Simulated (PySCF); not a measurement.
# GeH7NOSi: the cost of one run

Computed with PySCF 2.14.0, with density-fitted response routines of our own, on a single molecule in the gas phase. Atoms are numbered from 0 throughout.

### 1 The starting structure

11 atoms, charge 0, multiplicity 1; geometry from: GFN2-xTB. The atoms were then displaced at random by about 0.01 Å, so the start is not that level's minimum.

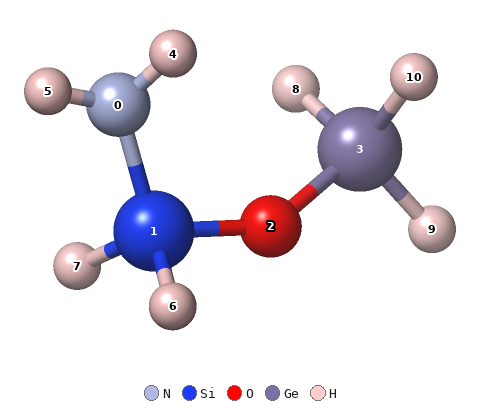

As it starts; nitrogen light blue, silicon blue, oxygen red, germanium purple, hydrogen pink, atoms numbered; sticks join atoms by distance.

### 2 Geometry optimisation at PBE0-D3(BJ)/def2-SVP

The job: settings as JSON, then the geometry in Å.

```
{"job": {"xc": "PBE0", "basis": "def2-SVP", "d3": "d3bj", "grid": 1, "shake": 0.01, "kind": "geom"}, "charge": 0, "multiplicity": 1}
N     -1.692000     0.298190    -0.691430
Si    -1.001950    -0.646780     0.535910
O      0.568970    -0.278570     0.609500
Ge     1.979410     0.265840    -0.302220
H     -1.425090     1.279070    -0.793370
H     -2.708170     0.253500    -0.852360
H     -1.408300    -0.395880     1.919410
H     -1.148550    -2.020820     0.095290
H      1.877970    -0.316930    -1.657240
H      3.121180    -0.225610     0.495250
H      1.874640     1.762160    -0.334480
```

Run with:

```console
$ OMP_NUM_THREADS=1 python probes_run.py task.json out
```

The driver reads the jobs from task.json and runs them one after another.

**Question.** How long does this first job take on 1 thread of Arm Neoverse V1, shared host, and how much memory does it need?

About 82 s, with a peak of 0.48 GiB.
